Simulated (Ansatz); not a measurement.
# SiF4 + H2S: a complex and its separated parts

Aim: how far the complex at one end of a reaction step lies below its separated, relaxed parts, level by level.

Method: PBE0-D4/def2-TZVP structures, single points in def2-TZVPP, no counterpoise correction; program: Ansatz 0.2.0, Gaussian basis.

Levels: SPW92, PBE-D4, BLYP-D4, r2SCAN-D4, B97M-V, PBE0-D4, B3LYP-D4, r2SCAN0-D4, BHLYP-D4, CAM-B3LYP-D4, wB97X-V, wB97M-V, B2PLYP, PBE-QIDH, RPA on PBE, Hartree-Fock, MP2, CCSD, CCSD(T).

Correlated methods freeze the cores. B3LYP uses VWN-RPA correlation. B2PLYP carries no dispersion term here.

94 further runs of the same task are left out: 94 set aside as unsound or not needed.

## 1. Where the work starts

The complex: 8 atoms, charge 0, spin multiplicity 1.

Atoms are counted from 1 here; the program's logs count them from 0.

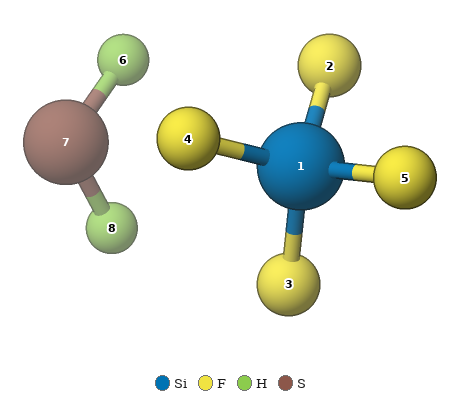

The starting geometry (silicon blue, fluorine yellow, hydrogen green, sulfur brown); atoms are numbered from 1 in the order of the file.

As a file:

```
Si   -0.6675   -0.2847   -1.1596
F    -0.1798   -1.5369   -0.3604
F     0.5149    0.7106   -1.3935
F    -1.8501    0.4177   -0.4219
F    -1.1787   -0.7696   -2.5578
H     0.9823   -0.4422    2.3515
S     0.5946    0.8047    2.0435
H     1.7842    1.1005    1.4982
```

Its parts: SiF4 holds atoms 1, 2, 3, 4, 5; H2S holds atoms 6, 7, 8. Each part counts its atoms afresh in its own runs.

## 2. Relaxing SiF4 alone

relax-a/in.yaml reads:

```yaml
crystal:
  periodic: [false, false, false]
  atoms:
    - {symbol: Si, position_ang: [-0.667545, -0.284740, -1.159564]}
    - {symbol: F, position_ang: [-0.179776, -1.536914, -0.360416]}
    - {symbol: F, position_ang: [0.514873, 0.710601, -1.393533]}
    - {symbol: F, position_ang: [-1.850129, 0.417723, -0.421896]}
    - {symbol: F, position_ang: [-1.178659, -0.769570, -2.557780]}
basis:
  gaussian: {orbitals: def2-TZVP}
hamiltonian: {xc: pbe0, dispersion: d4}
relax: {f_tol: 0.005, max_steps: 200}
```

Run with:

```
$ ansatz run in.yaml --threads 8 --pin off --events-out ev --progress --plain --max-ram 19148MiB
```

Log, cut to the lines that bear on the results:

```text
Functional definition: PBE0
  name "PBE0"
  cite "Adamo & Barone, J. Chem. Phys. 110, 6158 (1999) doi:10.1063/1.478522"
  cite "Perdew, Burke & Ernzerhof, Phys. Rev. Lett. 77, 3865 (1996) doi:10.1103/PhysRevLett.77.3865"
  parent pbe
[...]
892 factors; their error is unknown
[...]
mean field -18744.18917602 eV, -688.8362469510 hartree, gradient 6.5e-5 eV, S^2 0.000000; 0 other end points of the search recorded, 0 dependent functions left out
[...]
reference -18744.18919481 eV, -688.8362476415 hartree; 25, 25 occupied and 136, 136 virtual orbitals, 892 factors
[...]
reference -18744.19948306 eV, -688.8366257278 hartree; 25, 25 occupied and 136, 136 virtual orbitals, 892 factors
Total energy: -18744.27062097 eV, -688.8392399978 hartree
Atom 0 at    -0.672247    -0.292580    -1.178638 Å, force     0.000041     0.000025     0.000086 eV/Å
Atom 1 at    -0.179333    -1.522265    -0.351560 Å, force    -0.000029     0.000007    -0.000029 eV/Å
Atom 2 at     0.509470     0.709186    -1.376514 Å, force    -0.000046     0.000012     0.000018 eV/Å
Atom 3 at    -1.834074     0.417417    -0.413649 Å, force     0.000045     0.000020     0.000016 eV/Å
Atom 4 at    -1.185052    -0.774658    -2.572828 Å, force    -0.000011    -0.000064    -0.000091 eV/Å
Dipole moment:    -0.000000    -0.000000    -0.000000 e Å
```

Run time: 4.4 s. Hardware: 8 threads of Arm Neoverse V1, shared host.

Step by step:

```
step  energy from step 1 (eV)  largest force component (eV/Å)
   1                   0.0000                          0.4850
   2                  -0.0055                          0.3581
   3                  -0.0103                          0.0057
   4                  -0.0103                          0.0001
```

Close pairs (by a distance rule), those that changed most:

| bond | before (Å) | after (Å) | change (Å) |
| --- | --- | --- | --- |
| Si1–F5 | 1.566 | 1.562 | -0.004 |
| Si1–F2 | 1.563 | 1.562 | -0.002 |
| Si1–F3 | 1.563 | 1.562 | -0.001 |
| Si1–F4 | 1.561 | 1.562 | +0.001 |

## 3. Relaxing H2S alone

relax-b/in.yaml reads:

```yaml
crystal:
  periodic: [false, false, false]
  atoms:
    - {symbol: H, position_ang: [0.982343, -0.442232, 2.351486]}
    - {symbol: S, position_ang: [0.594558, 0.804711, 2.043469]}
    - {symbol: H, position_ang: [1.784237, 1.100522, 1.498233]}
basis:
  gaussian: {orbitals: def2-TZVP}
hamiltonian: {xc: pbe0, dispersion: d4}
relax: {f_tol: 0.005, max_steps: 200}
```

Run with:

```
$ ansatz run in.yaml --threads 8 --pin off --events-out ev --progress --plain --max-ram 19148MiB
```

Log, cut to the lines that bear on the results:

```text
[... 5 set-up lines as earlier in the session ...]
[...]
359 factors; their error is unknown
[...]
mean field -10864.45045478 eV, -399.2611900242 hartree, gradient 4.8e-5 eV, S^2 0.000000; 0 other end points of the search recorded, 0 dependent functions left out
[...]
reference -10864.45047885 eV, -399.2611909086 hartree; 9, 9 occupied and 40, 40 virtual orbitals, 359 factors
Total energy: -10864.46265866 eV, -399.2616385085 hartree
Atom 0 at     0.982966    -0.441558     2.351013 Å, force    -0.001732     0.002464    -0.000253 eV/Å
Atom 1 at     0.594142     0.804962     2.043532 Å, force     0.004587    -0.002766    -0.000690 eV/Å
Atom 2 at     1.784029     1.099597     1.498644 Å, force    -0.002856     0.000302     0.000943 eV/Å
Dipole moment:     0.205567    -0.123947    -0.030913 e Å
```

It took 0.45 s on 8 threads of Arm Neoverse V1, shared host.

The steps of the relaxation:

```
step  energy from step 1 (eV)  largest force component (eV/Å)
   1                   0.0000                          0.0098
   2                   0.0000                          0.0046
```

Distances of close pairs at the start and the end, largest changes first:

| bond | before (Å) | after (Å) | change (Å) |
| --- | --- | --- | --- |
| S2–H3 | 1.342 | 1.341 | -0.000 |
| H1–S2 | 1.342 | 1.341 | -0.000 |

## 4. SPW92/def2-TZVPP

parta/in.yaml reads:

```yaml
crystal:
  periodic: [false, false, false]
  atoms:
    - {symbol: Si, position_ang: [-0.672247, -0.292580, -1.178638]}
    - {symbol: F, position_ang: [-0.179333, -1.522265, -0.351560]}
    - {symbol: F, position_ang: [0.509470, 0.709186, -1.376514]}
    - {symbol: F, position_ang: [-1.834074, 0.417417, -0.413649]}
    - {symbol: F, position_ang: [-1.185052, -0.774658, -2.572828]}
basis:
  gaussian: {orbitals: def2-TZVPP}
hamiltonian: {xc: lda}
```

partb/in.yaml reads:

```yaml
crystal:
  periodic: [false, false, false]
  atoms:
    - {symbol: H, position_ang: [0.982966, -0.441558, 2.351013]}
    - {symbol: S, position_ang: [0.594142, 0.804962, 2.043532]}
    - {symbol: H, position_ang: [1.784029, 1.099597, 1.498644]}
basis:
  gaussian: {orbitals: def2-TZVPP}
hamiltonian: {xc: lda}
```

Each run has its own folder and the same command.

Run with:

```
$ ansatz run in.yaml --threads 8 --pin off --events-out ev --progress --plain --max-ram 19148MiB
```

Log of parta, cut to the lines that bear on the results:

```text
Functional definition: SPW92
  name "SPW92"
  cite "Dirac, Proc. Camb. Phil. Soc. 26, 376 (1930) doi:10.1017/S0305004100016108"
  cite "Slater, Phys. Rev. 81, 385 (1951) doi:10.1103/PhysRev.81.385"
  cite "Perdew & Wang, Phys. Rev. B 45, 13244 (1992) doi:10.1103/PhysRevB.45.13244"
[...]
912 factors; their error is unknown
[...]
mean field -18657.80466372 eV, -685.6616746777 hartree, gradient 1.0e-5 eV, S^2 0.000000; 0 other end points of the search recorded, 0 dependent functions left out
reference -18657.80468904 eV, -685.6616756079 hartree; 25, 25 occupied and 141, 141 virtual orbitals, 912 factors
Total energy: -18657.80468904 eV, -685.6616756079 hartree
```

Log of partb, cut to the lines that bear on the results:

```text
[... 5 set-up lines as earlier in the session ...]
[...]
402 factors; their error is unknown
[...]
mean field -10830.30353571 eV, -398.0063138940 hartree, gradient 1.6e-5 eV, S^2 0.000000; 0 other end points of the search recorded, 0 dependent functions left out
reference -10830.30355656 eV, -398.0063146600 hartree; 9, 9 occupied and 61, 61 virtual orbitals, 402 factors
Total energy: -10830.30355656 eV, -398.0063146600 hartree
```

Wall times: 0.41 s (parta), 0.15 s (partb) on 8 threads of Arm Neoverse V1, shared host.

## 5. PBE-D4/def2-TZVPP

Each input of step 4 (parta, partb) changes in the same lines:

```diff
-hamiltonian: {xc: lda}
+hamiltonian: {xc: pbe, dispersion: d4}
```

Each run has its own folder and the same command.

Run with:

```
$ ansatz run in.yaml --threads 8 --pin off --events-out ev --progress --plain --max-ram 19148MiB
```

Output in parta, cut to the lines that bear on the results:

```text
Functional definition: PBE
  name "PBE"
[... 2 set-up lines as earlier in the session ...]
[...]
912 factors; their error is unknown
[...]
mean field -18743.43649539 eV, -688.8085864478 hartree, gradient 1.5e-5 eV, S^2 0.000000; 0 other end points of the search recorded, 0 dependent functions left out
reference -18743.43652356 eV, -688.8085874833 hartree; 25, 25 occupied and 141, 141 virtual orbitals, 912 factors
Total energy: -18743.52292110 eV, -688.8117625343 hartree
```

partb printed, cut to the lines that bear on the results:

```text
[... 4 set-up lines as earlier in the session ...]
[...]
402 factors; their error is unknown
[...]
mean field -10863.54276358 eV, -399.2278329877 hartree, gradient 3.3e-5 eV, S^2 0.000000; 0 other end points of the search recorded, 0 dependent functions left out
reference -10863.54278583 eV, -399.2278338055 hartree; 9, 9 occupied and 61, 61 virtual orbitals, 402 factors
Total energy: -10863.55782299 eV, -399.2283864107 hartree
```

Wall times: 0.55 s (parta), 0.2 s (partb) on 8 threads of Arm Neoverse V1, shared host.

## 6. BLYP-D4/def2-TZVPP

Each input of step 5 (parta, partb) changes in the same lines:

```diff
-hamiltonian: {xc: pbe, dispersion: d4}
+hamiltonian: {xc: {name: BLYP}, dispersion: d4}
```

One command serves all of them, each in its own folder.

Run with:

```
$ ansatz run in.yaml --threads 8 --pin off --events-out ev --progress --plain --max-ram 19148MiB
```

Output in parta, cut to the lines that bear on the results:

```text
Functional definition: BLYP
  name "BLYP"
  cite "Becke, Phys. Rev. A 38, 3098 (1988) doi:10.1103/PhysRevA.38.3098"
  cite "Lee, Yang & Parr, Phys. Rev. B 37, 785 (1988) doi:10.1103/PhysRevB.37.785"
[...]
912 factors; their error is unknown
[...]
mean field -18757.11133257 eV, -689.3111274454 hartree, gradient 1.4e-5 eV, S^2 0.000000; 0 other end points of the search recorded, 0 dependent functions left out
reference -18757.11157920 eV, -689.3111365087 hartree; 25, 25 occupied and 141, 141 virtual orbitals, 912 factors
Total energy: -18757.30980919 eV, -689.3184213265 hartree
```

Output in partb, cut to the lines that bear on the results:

```text
[... 4 set-up lines as earlier in the session ...]
[...]
402 factors; their error is unknown
[...]
mean field -10868.21012349 eV, -399.3993553010 hartree, gradient 2.3e-5 eV, S^2 0.000000; 0 other end points of the search recorded, 0 dependent functions left out
reference -10868.21033737 eV, -399.3993631608 hartree; 9, 9 occupied and 61, 61 virtual orbitals, 402 factors
Total energy: -10868.24603034 eV, -399.4006748534 hartree
```

They took 0.6 s (parta), 0.2 s (partb) on 8 threads of Arm Neoverse V1, shared host.

## 7. r2SCAN-D4/def2-TZVPP

Each input of step 6 (parta, partb) changes in the same lines:

```diff
-hamiltonian: {xc: {name: BLYP}, dispersion: d4}
+hamiltonian: {xc: r2scan, dispersion: d4}
```

The same command starts each run, in its folder.

Run with:

```
$ ansatz run in.yaml --threads 8 --pin off --events-out ev --progress --plain --max-ram 19148MiB
```

parta printed, cut to the lines that bear on the results:

```text
Functional definition: r2SCAN
  name "r2SCAN"
  cite "Furness, Kaplan, Ning, Perdew & Sun, J. Phys. Chem. Lett. 11, 8208 (2020) doi:10.1021/acs.jpclett.0c02405"
  cite "Furness, Kaplan, Ning, Perdew & Sun, J. Phys. Chem. Lett. 11, 9248 (2020) doi:10.1021/acs.jpclett.0c03077"
  parent r2scan
[...]
912 factors; their error is unknown
[...]
mean field -18752.93410361 eV, -689.1576171122 hartree, gradient 8.9e-6 eV, S^2 0.000000; 0 other end points of the search recorded, 0 dependent functions left out
reference -18752.93411108 eV, -689.1576173870 hartree; 25, 25 occupied and 141, 141 virtual orbitals, 912 factors
Total energy: -18752.95350183 eV, -689.1583299839 hartree
```

Output in partb, cut to the lines that bear on the results:

```text
[... 5 set-up lines as earlier in the session ...]
[...]
402 factors; their error is unknown
[...]
mean field -10867.52471516 eV, -399.3741670091 hartree, gradient 2.2e-5 eV, S^2 0.000000; 0 other end points of the search recorded, 0 dependent functions left out
reference -10867.52472185 eV, -399.3741672552 hartree; 9, 9 occupied and 61, 61 virtual orbitals, 402 factors
Total energy: -10867.52807021 eV, -399.3742903050 hartree
```

Wall times: 1.4 s (parta), 0.5 s (partb) on 8 threads of Arm Neoverse V1, shared host.

## 8. B97M-V/def2-TZVPP

Each input of step 7 (parta, partb) changes in the same lines:

```diff
-hamiltonian: {xc: r2scan, dispersion: d4}
+hamiltonian: {xc: {name: B97M-V}}
```

The same command starts each run, in its folder.

Run with:

```
$ ansatz run in.yaml --threads 8 --pin off --events-out ev --progress --plain --max-ram 19148MiB
```

Output in parta, cut to the lines that bear on the results:

```text
Functional definition: B97M-V
  name "B97M-V"
  cite "Mardirossian & Head-Gordon, J. Chem. Phys. 142, 074111 (2015) doi:10.1063/1.4907719"
  cite "Becke, J. Chem. Phys. 107, 8554 (1997) doi:10.1063/1.475007"
  cite "Vydrov & Van Voorhis, J. Chem. Phys. 133, 244103 (2010) doi:10.1063/1.3521275"
  # Of w^i u^j: cxij and so on, Table III.
[...]
  gx(w, u) = cx00 + cx01*u + cx02*u^2 + (cx10 + cx11*u)*w
[...]
  gos(w, u) = cos00 + cos01*u + cos03*u^3 + cos10*w + cos32*w^3*u^2
[...]
      + integral(e_c_pw_mod_opposite_spin*gos(b97_w_opposite, b97_u_opposite)) + vv10(b, c)
912 factors; their error is unknown
[...]
mean field -18752.00798574 eV, -689.1235829084 hartree, gradient 6.6e-6 eV, S^2 0.000000; 0 other end points of the search recorded, 0 dependent functions left out
reference -18752.00802675 eV, -689.1235844155 hartree; 25, 25 occupied and 141, 141 virtual orbitals, 912 factors
Total energy: -18752.00802675 eV, -689.1235844155 hartree
```

Log of partb, cut to the lines that bear on the results:

```text
[... 5 set-up lines as earlier in the session ...]
  # Of w^i u^j: cxij and so on, Table III.
[...]
  gx(w, u) = cx00 + cx01*u + cx02*u^2 + (cx10 + cx11*u)*w
[...]
  gos(w, u) = cos00 + cos01*u + cos03*u^3 + cos10*w + cos32*w^3*u^2
[...]
      + integral(e_c_pw_mod_opposite_spin*gos(b97_w_opposite, b97_u_opposite)) + vv10(b, c)
402 factors; their error is unknown
[...]
mean field -10865.55699230 eV, -399.3018545280 hartree, gradient 2.2e-5 eV, S^2 0.000000; 0 other end points of the search recorded, 0 dependent functions left out
reference -10865.55702695 eV, -399.3018558015 hartree; 9, 9 occupied and 61, 61 virtual orbitals, 402 factors
Total energy: -10865.55702695 eV, -399.3018558015 hartree
```

They took 2 s (parta), 0.55 s (partb) on 8 threads of Arm Neoverse V1, shared host.

## 9. PBE0-D4/def2-TZVPP

Each input of step 8 (parta, partb) changes in the same lines:

```diff
-hamiltonian: {xc: {name: B97M-V}}
+hamiltonian: {xc: pbe0, dispersion: d4}
+output: {orbitals: {seedname: orbitals}}
```

The same command starts each run, in its folder.

Run with:

```
$ ansatz run in.yaml --threads 8 --pin off --events-out ev --progress --plain --max-ram 19148MiB
```

Output in parta, cut to the lines that bear on the results:

```text
[... 5 set-up lines as earlier in the session ...]
[...]
915 factors; their error is unknown
[...]
mean field -18744.20665014 eV, -688.8368891131 hartree, gradient 2.3e-5 eV, S^2 0.000000; 0 other end points of the search recorded, 0 dependent functions left out
reference -18744.20666895 eV, -688.8368898042 hartree; 25, 25 occupied and 141, 141 virtual orbitals, 915 factors
Total energy: -18744.27780686 eV, -688.8395040742 hartree
```

Output in partb, cut to the lines that bear on the results:

```text
[... 5 set-up lines as earlier in the session ...]
[...]
433 factors; their error is unknown
[...]
mean field -10864.48423044 eV, -399.2624312566 hartree, gradient 4.8e-6 eV, S^2 0.000000; 0 other end points of the search recorded, 0 dependent functions left out
reference -10864.48424706 eV, -399.2624318674 hartree; 9, 9 occupied and 61, 61 virtual orbitals, 433 factors
Total energy: -10864.49642687 eV, -399.2628794673 hartree
```

Wall times: 0.75 s (parta), 0.2 s (partb) on 8 threads of Arm Neoverse V1, shared host.

## 10. B3LYP-D4/def2-TZVPP

The same edit goes into each in.yaml of step 9 (parta, partb):

```diff
-hamiltonian: {xc: pbe0, dispersion: d4}
-output: {orbitals: {seedname: orbitals}}
+hamiltonian: {xc: {name: B3LYP}, dispersion: d4}
```

Each run has its own folder and the same command.

Run with:

```
$ ansatz run in.yaml --threads 8 --pin off --events-out ev --progress --plain --max-ram 19148MiB
```

parta printed, cut to the lines that bear on the results:

```text
Functional definition: B3LYP
  name "B3LYP"
  cite "Stephens, Devlin, Chabalowski & Frisch, J. Phys. Chem. 98, 11623 (1994) doi:10.1021/j100096a001"
[... 2 set-up lines as earlier in the session ...]
  cite "Vosko, Wilk & Nusair, Can. J. Phys. 58, 1200 (1980) doi:10.1139/p80-159"
[...]
915 factors; their error is unknown
[...]
mean field -18758.37440091 eV, -689.3575443507 hartree, gradient 2.0e-5 eV, S^2 0.000000; 0 other end points of the search recorded, 0 dependent functions left out
reference -18758.37457560 eV, -689.3575507705 hartree; 25, 25 occupied and 141, 141 virtual orbitals, 915 factors
Total energy: -18758.51538429 eV, -689.3627253944 hartree
```

partb printed, cut to the lines that bear on the results:

```text
[... 6 set-up lines as earlier in the session ...]
[...]
414 factors; their error is unknown
[...]
mean field -10868.95565530 eV, -399.4267530895 hartree, gradient 4.0e-6 eV, S^2 0.000000; 0 other end points of the search recorded, 0 dependent functions left out
reference -10868.95581303 eV, -399.4267588861 hartree; 9, 9 occupied and 61, 61 virtual orbitals, 414 factors
Total energy: -10868.98024884 eV, -399.4276568853 hartree
```

Times: 0.95 s (parta), 0.2 s (partb) on 8 threads of Arm Neoverse V1, shared host.

## 11. r2SCAN0-D4/def2-TZVPP

The same edit goes into each in.yaml of step 10 (parta, partb):

```diff
-hamiltonian: {xc: {name: B3LYP}, dispersion: d4}
+hamiltonian: {xc: {name: r2SCAN0}, dispersion: d4}
```

The same command starts each run, in its folder.

Run with:

```
$ ansatz run in.yaml --threads 8 --pin off --events-out ev --progress --plain --max-ram 19148MiB
```

Log of parta, cut to the lines that bear on the results:

```text
Functional definition: r2SCAN0
  name "r2SCAN0"
  cite "Bursch, Neugebauer, Ehlert & Grimme, J. Chem. Phys. 156, 134105 (2022) doi:10.1063/5.0086040"
[... 3 set-up lines as earlier in the session ...]
[...]
915 factors; their error is unknown
[...]
mean field -18751.41365137 eV, -689.1017415232 hartree, gradient 1.7e-5 eV, S^2 0.000000; 0 other end points of the search recorded, 0 dependent functions left out
reference -18751.41365680 eV, -689.1017417228 hartree; 25, 25 occupied and 141, 141 virtual orbitals, 915 factors
Total energy: -18751.43636000 eV, -689.1025760500 hartree
```

partb printed, cut to the lines that bear on the results:

```text
[... 6 set-up lines as earlier in the session ...]
[...]
433 factors; their error is unknown
[...]
mean field -10867.41040879 eV, -399.3699663277 hartree, gradient 1.2e-5 eV, S^2 0.000000; 0 other end points of the search recorded, 0 dependent functions left out
reference -10867.41041413 eV, -399.3699665240 hartree; 9, 9 occupied and 61, 61 virtual orbitals, 433 factors
Total energy: -10867.41427228 eV, -399.3701083084 hartree
```

Wall times: 1.6 s (parta), 0.5 s (partb) on 8 threads of Arm Neoverse V1, shared host.

## 12. BHLYP-D4/def2-TZVPP

The same edit goes into each in.yaml of step 11 (parta, partb):

```diff
-hamiltonian: {xc: {name: r2SCAN0}, dispersion: d4}
+hamiltonian: {xc: {name: BHLYP}, dispersion: d4}
```

One command serves all of them, each in its own folder.

Run with:

```
$ ansatz run in.yaml --threads 8 --pin off --events-out ev --progress --plain --max-ram 19148MiB
```

Output in parta, cut to the lines that bear on the results:

```text
Functional definition: BHLYP
  name "BHLYP"
  cite "Becke, J. Chem. Phys. 98, 1372 (1993) doi:10.1063/1.464304"
[... 2 set-up lines as earlier in the session ...]
[...]
1010 factors; their error is unknown
[...]
mean field -18754.28651095 eV, -689.2073171656 hartree, gradient 5.6e-5 eV, S^2 0.000000; 0 other end points of the search recorded, 0 dependent functions left out
reference -18754.28662229 eV, -689.2073212571 hartree; 25, 25 occupied and 141, 141 virtual orbitals, 1010 factors
Total energy: -18754.38849847 eV, -689.2110651376 hartree
```

partb printed, cut to the lines that bear on the results:

```text
[... 5 set-up lines as earlier in the session ...]
[...]
453 factors; their error is unknown
[...]
mean field -10868.25153246 eV, -399.4008770526 hartree, gradient 1.3e-5 eV, S^2 0.000000; 0 other end points of the search recorded, 0 dependent functions left out
reference -10868.25163917 eV, -399.4008809740 hartree; 9, 9 occupied and 61, 61 virtual orbitals, 453 factors
Total energy: -10868.26796671 eV, -399.4014810000 hartree
```

Times: 0.91 s (parta), 0.2 s (partb) on 8 threads of Arm Neoverse V1, shared host.

[end of part 1 of 2]
